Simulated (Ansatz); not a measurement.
# EuI3: what the fields show

```cif
data_structure
_symmetry_space_group_name_H-M 'P 1'
_symmetry_Int_Tables_number 1
_cell_length_a 5.9644
_cell_length_b 5.9644
_cell_length_c 29.2196
_cell_angle_alpha 90.000
_cell_angle_beta 90.000
_cell_angle_gamma 120.000
_cell_volume 900.20
loop_
_atom_site_label
_atom_site_type_symbol
_atom_site_fract_x
_atom_site_fract_y
_atom_site_fract_z
_atom_site_occupancy
Eu1 Eu 0.00000 0.00000 0.00000 1
Eu2 Eu 0.66667 0.33333 0.33333 1
Eu3 Eu 0.33333 0.66667 0.66667 1
I1 I 0.00000 0.00000 0.25000 1
I2 I 0.66667 0.33333 0.58333 1
I3 I 0.33333 0.66667 0.91667 1
I4 I 0.33333 0.66667 0.29167 1
I5 I 0.00000 0.00000 0.62500 1
I6 I 0.66667 0.33333 0.95833 1
I7 I 0.66667 0.33333 0.20833 1
I8 I 0.33333 0.66667 0.54167 1
I9 I 0.00000 0.00000 0.87500 1
Eu4 Eu 0.33333 0.66667 0.16667 1
Eu5 Eu 0.00000 0.00000 0.50000 1
Eu6 Eu 0.66667 0.33333 0.83333 1
I10 I 0.66667 0.33333 0.08333 1
I11 I 0.33333 0.66667 0.41667 1
I12 I 0.00000 0.00000 0.75000 1
I13 I 0.00000 0.00000 0.12500 1
I14 I 0.66667 0.33333 0.45833 1
I15 I 0.33333 0.66667 0.79167 1
I16 I 0.33333 0.66667 0.04167 1
I17 I 0.00000 0.00000 0.37500 1
I18 I 0.66667 0.33333 0.70833 1
```

Space group Fm-3m; started from the BiF3 prototype, which need not be the ambient phase; Hubbard U of 6 eV on Eu f only; the program warned that a starting moment wasn't kept; spin-polarised.

These are results of DFT PBE+U, scalar-relativistic, plane waves, PAW in Ansatz, not measurements.

Core electrons are frozen (PAW), and the valence fields are smoothed inside the atomic spheres.

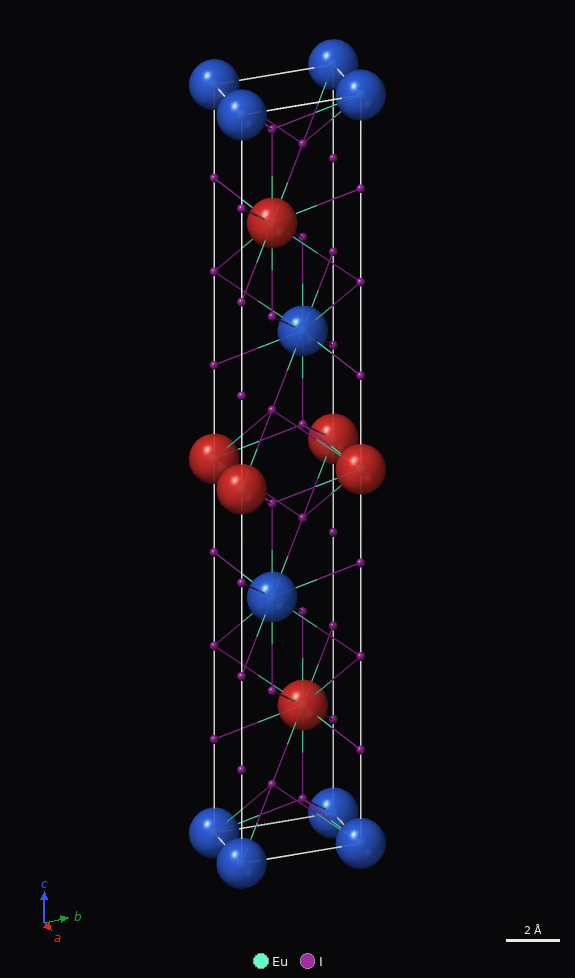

Figure 1. Isosurfaces of the magnetisation density (up minus down) at +0.15 (blue) and −0.15 e/Å³ (red), seen slightly off an axis. Sticks mark near contacts.

**Where is the spin, and how is it ordered?**

The spin density sits on Eu: +7.0 μB (×3) and −7.0 μB (×3) in one cell of 24 atoms, with smaller moments on other sites: I (up to +0.47 μB): antiferromagnetic in this solution, which needn't be the ground state, with some nearest magnetic neighbours parallel and some opposed. The cell of the calculation (8 atoms) carries 1.9 μB of net spin moment.

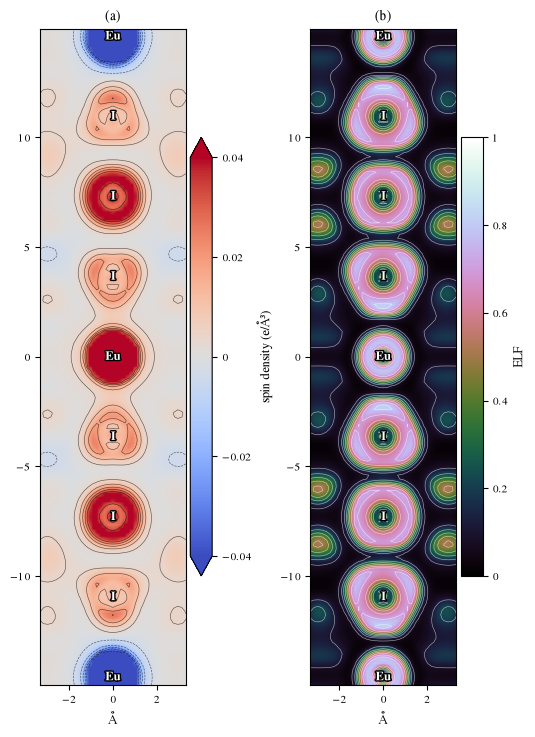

Figure 2. (a) spin density; (b) ELF on the (100) plane of the cell of the magnetic structure.

**Interpret the plot.**

The section cuts through Eu and I sites. Eu–I (3.65 Å): the ELF peaks at about 0.80 in the valence shell of I, 1.4 Å from its nucleus, and drops to about 0.05 between the two atoms (no localised pair shows between them). The features right at Eu lie inside the PAW spheres, where the map follows smoothed inner orbitals and isn't to be read closely.

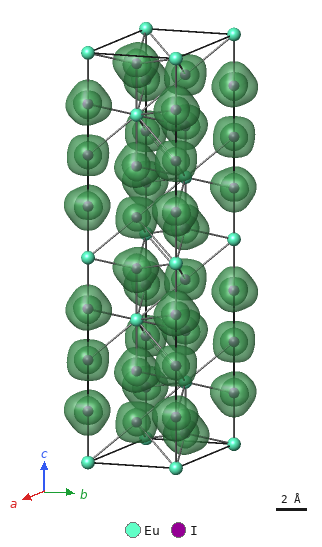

Figure 3. Isosurface of the electron localisation function at 0.65 (green), seen at an oblique angle. Only the valence region is drawn (cores and ρ < 0.01 e/Å³ removed). Sticks mark near contacts.

**Identify the bonds, lone pairs and shells in this picture.**

The surface consists of 18 regions wrapped around I (the valence shell of each), counted in one cell of 24 atoms. Any copies at cell faces, edges or corners count once. Along the contacts the grid gives the following. Eu–I (4.22 Å): the ELF peaks at about 0.75 in the valence shell of I, 1.3 Å from its nucleus, and drops to about 0 between the two atoms; no shared electron pair shows on this line.

**Does the calculation make it a metal, or give it a gap?**

It is gapless in this calculation (a metal or semimetal); semilocal functionals without U, or without the true magnetic order, often close the gap of such compounds.
